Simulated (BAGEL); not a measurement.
# B3LYP/6-31G(d) (density fitting with qzvpp-jkfit, spherical functions) run of CH6NPSi (SMILES P[SiH]1CN1)

Aim: the energy change on altering one bond length of CH6NPSi at B3LYP/6-31G* (density fitting with qzvpp-jkfit, spherical functions), from 2 runs. 

Program for the calculation: BAGEL 1.2.2.

### Step 1. The system as given

CH6NPSi has 10 atoms, charge 0, and is taken as a singlet. SMILES: `P[SiH]1CN1`. The coordinates come from a PBE0-D4/def2-TZVP relaxation. This is one conformer, not always the lowest.

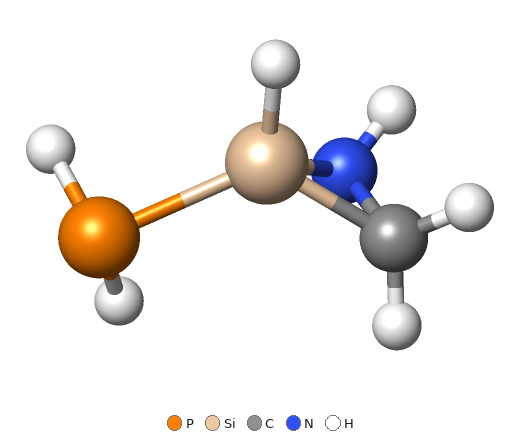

Viewed from a chosen angle; phosphorus orange, silicon light orange, carbon grey, nitrogen blue, hydrogen white.

### Step 2. A single-point energy at B3LYP/6-31G(d) (density fitting with qzvpp-jkfit, spherical functions)

Contents of input.json:

```json
{ "bagel" : [

{
  "title" : "molecule",
  "basis" : "6-31gs.json",
  "df_basis" : "qzvpp-jkfit",
  "angstrom" : "true",
  "geometry" : [
    { "atom" : "P", "xyz" : [   -2.126500,    0.935800,   -0.067900 ] },
    { "atom" : "Si", "xyz" : [    0.034500,    0.548300,    0.353000 ] },
    { "atom" : "C", "xyz" : [    0.777000,   -1.104600,    0.610200 ] },
    { "atom" : "N", "xyz" : [    0.967700,   -0.433700,   -0.713500 ] },
    { "atom" : "H", "xyz" : [   -2.191600,   -0.136100,   -0.996200 ] },
    { "atom" : "H", "xyz" : [   -1.838400,    1.906500,   -1.066200 ] },
    { "atom" : "H", "xyz" : [    0.677500,    1.690600,    1.049000 ] },
    { "atom" : "H", "xyz" : [    1.645800,   -1.171600,    1.264400 ] },
    { "atom" : "H", "xyz" : [    0.215300,   -2.034000,    0.558400 ] },
    { "atom" : "H", "xyz" : [    1.921900,   -0.252400,   -0.988100 ] }
  ]
},
{
  "title" : "ks",
  "xc_func" : "b3lyp",
  "charge" : 0
},
{
  "title" : "print",
  "file" : "orbitals.molden",
  "orbitals" : "true"
}

]}
```

The basis set 6-31G* is read from a file made from the Basis Set Exchange's data (not shown).

Run with:

```console
BAGEL_NUM_THREADS=1 BAGEL input.json > input.out
```

Log:

```text
* using 1 threads per process

  ===============================================================
  ===============================================================

  *** Geometry ***

  { "atom" : "P", "xyz" : [     -4.018503,      1.768406,     -0.128312 ] },
  { "atom" : "Si", "xyz" : [      0.065196,      1.036137,      0.667073 ] },
  { "atom" : "C", "xyz" : [      1.468317,     -2.087391,      1.153111 ] },
  { "atom" : "N", "xyz" : [      1.828688,     -0.819574,     -1.348320 ] },
  { "atom" : "H", "xyz" : [     -4.141524,     -0.257192,     -1.882545 ] },
  { "atom" : "H", "xyz" : [     -3.474073,      3.602763,     -2.014826 ] },
  { "atom" : "H", "xyz" : [      1.280289,      3.194771,      1.982323 ] },
  { "atom" : "H", "xyz" : [      3.110111,     -2.214003,      2.389370 ] },
  { "atom" : "H", "xyz" : [      0.406858,     -3.843703,      1.055223 ] },
  { "atom" : "H", "xyz" : [      3.631865,     -0.476967,     -1.867238 ] },

  Number of auxiliary basis functions:      516

  Since a DF basis is specified, we compute 2- and 3-index integrals:
    o Being stored without compression. Storage requirement is 0.024 GB

  Number of basis functions:       76
  Number of electrons      :       48

    * METHOD: MOLECULE                             0.29

  *** Kohn-Sham DFT ***

    * Removing 18952 points whose weight is below 1.00e-10
    * Grid points: 130108

  === Nuclear Repulsion ===
   209.9988838173

       - DIIS with orbital gradients will be used.

  === KS iteration (b3lyp / 6-31gs.json) ===
      0       -698.14266176          0.14245393           0.46
      1       -704.66967519          0.12392156           0.44
      2       -703.50897097          0.15984718           0.44
      3       -724.00355412          0.07694257           0.44
      4       -726.31528731          0.04296126           0.44
      5       -726.81481704          0.02735266           0.44
      6       -727.16767777          0.01551048           0.44
      7       -727.24378901          0.00647675           0.44
      8       -727.26367365          0.00229191           0.44
      9       -727.26622013          0.00047942           0.44
     10       -727.26632261          0.00010356           0.44
     11       -727.26632929          0.00001229           0.44
     12       -727.26632935          0.00000666           0.44
     13       -727.26632938          0.00000179           0.45
     14       -727.26632938          0.00000039           0.44
     15       -727.26632938          0.00000038           0.44
     16       -727.26632938          0.00000007           0.44
     17       -727.26632938          0.00000002           0.44
     18       -727.26632938          0.00000001           0.44
    * SCF iteration converged.

    * Permanent dipole moment:
           (   -0.497318,    -0.165215,    -0.016272) a.u.

    * METHOD: KS                                   9.19

    * METHOD: PRINT                                0.02

  ===============================================================
```

Wall time 9.9 s (1 thread of Arm Neoverse V1, shared host); peak memory 0.48 GiB.

### Step 3. The distorted shape, same level

Contents of job.json:

```json
{ "bagel" : [

{
  "title" : "molecule",
  "basis" : "6-31gs.json",
  "df_basis" : "qzvpp-jkfit",
  "angstrom" : "true",
  "geometry" : [
    { "atom" : "P", "xyz" : [      -3.271584,       0.718232,       0.261633 ] },
    { "atom" : "Si", "xyz" : [      -1.110584,       0.330732,       0.682533 ] },
    { "atom" : "C", "xyz" : [      -0.368084,      -1.322168,       0.939733 ] },
    { "atom" : "N", "xyz" : [      -0.177384,      -0.651268,      -0.383967 ] },
    { "atom" : "H", "xyz" : [      -3.336684,      -0.353668,      -0.666667 ] },
    { "atom" : "H", "xyz" : [      -2.983484,       1.688932,      -0.736667 ] },
    { "atom" : "H", "xyz" : [      -0.467584,       1.473032,       1.378533 ] },
    { "atom" : "H", "xyz" : [       0.500716,      -1.389168,       1.593933 ] },
    { "atom" : "H", "xyz" : [      -0.929784,      -2.251568,       0.887933 ] },
    { "atom" : "H", "xyz" : [       1.921900,      -0.252400,      -0.988100 ] }
  ]
},

{ "title" : "ks", "xc_func" : "b3lyp" },

{ "title" : "print", "file" : "orbitals.molden", "orbitals" : "true" }

]}
```

The basis set 6-31G* is read from a file made from the Basis Set Exchange's data (not shown).

Run with:

```console
BAGEL_NUM_THREADS=1 BAGEL job.json > job.out
```

Log:

```text
* using 1 threads per process

  ===============================================================
  ===============================================================

  *** Geometry ***

  { "atom" : "P", "xyz" : [     -6.182398,      1.357262,      0.494415 ] },
  { "atom" : "Si", "xyz" : [     -2.098700,      0.624993,      1.289800 ] },
  { "atom" : "C", "xyz" : [     -0.695578,     -2.498535,      1.775838 ] },
  { "atom" : "N", "xyz" : [     -0.335207,     -1.230718,     -0.725592 ] },
  { "atom" : "H", "xyz" : [     -6.305419,     -0.668336,     -1.259818 ] },
  { "atom" : "H", "xyz" : [     -5.637968,      3.191619,     -1.392099 ] },
  { "atom" : "H", "xyz" : [     -0.883606,      2.783627,      2.605050 ] },
  { "atom" : "H", "xyz" : [      0.946216,     -2.625147,      3.012097 ] },
  { "atom" : "H", "xyz" : [     -1.757037,     -4.254847,      1.677950 ] },
  { "atom" : "H", "xyz" : [      3.631865,     -0.476967,     -1.867238 ] },

  Number of auxiliary basis functions:      516

  Since a DF basis is specified, we compute 2- and 3-index integrals:
    o Being stored without compression. Storage requirement is 0.024 GB

  Number of basis functions:       76
  Number of electrons      :       48

    * METHOD: MOLECULE                             0.29

  *** Kohn-Sham DFT ***

    * Removing 17904 points whose weight is below 1.00e-10
    * Grid points: 131156

  === Nuclear Repulsion ===
   206.0456174909

       - DIIS with orbital gradients will be used.

  === KS iteration (b3lyp / 6-31gs.json) ===
      0       -696.78526127          0.14731839           0.45
      1       -705.63427126          0.12571489           0.42
      2       -705.56725272          0.14075361           0.43
      3       -725.84465897          0.05161212           0.43
      4       -726.08779619          0.04012805           0.44
      5       -726.69466104          0.02294198           0.44
      6       -727.02247522          0.01165290           0.44
      7       -727.08138984          0.00506583           0.44
      8       -727.09358896          0.00171587           0.44
      9       -727.09430439          0.00110744           0.44
     10       -727.09488933          0.00059706           0.43
     11       -727.09508393          0.00011131           0.42
     12       -727.09509217          0.00007336           0.43
     13       -727.09509557          0.00000963           0.43
     14       -727.09509561          0.00000680           0.44
     15       -727.09509564          0.00000384           0.44
     16       -727.09509565          0.00000118           0.44
     17       -727.09509565          0.00000096           0.44
     18       -727.09509565          0.00000046           0.44
     19       -727.09509565          0.00000026           0.43
     20       -727.09509565          0.00000012           0.43
     21       -727.09509565          0.00000014           0.43
     22       -727.09509565          0.00000002           0.43
     23       -727.09509565          0.00000001           0.43
     24       -727.09509565          0.00000001           0.43
    * SCF iteration converged.

    * Permanent dipole moment:
           (    0.182742,    -0.149901,    -0.453509) a.u.

    * METHOD: KS                                  11.59

    * METHOD: PRINT                                0.02

  ===============================================================
```

Wall time 12 s (1 thread of Arm Neoverse V1, shared host); peak memory 0.49 GiB.

### Step 4. Summary of results

At B3LYP/6-31G* (density fitting with qzvpp-jkfit, spherical functions):

| quantity | value |
| --- | --- |
| first shape: total energy | -727.26633 Eh |
| first shape: dipole moment | 1.33 D |
| first shape: HOMO energy | -6.25 eV |
| first shape: LUMO energy | 0.16 eV |
| first shape: HOMO–LUMO gap | 6.42 eV |
| distorted shape: total energy | -727.09510 Eh |
| distorted shape: dipole moment | 1.30 D |
| distorted shape: HOMO energy | -6.39 eV |
| distorted shape: LUMO energy | -3.71 eV |
| distorted shape: HOMO–LUMO gap | 2.68 eV |
| energy change with the N4–H10 bond stretched from 1.009 to 2.221 Å | 4.660 eV |

One bond (distorted shape) is far stretched, which a spin-restricted single reference describes badly; a broken-symmetry solution may lie lower. With the N4–H10 bond stretched from 1.009 to 2.221 Å the energy rises by 4.66 eV (107 kcal/mol). The first shape isn't relaxed at this level, so the change isn't measured from a minimum. A restricted reference can't describe the breaking bond well at this length.
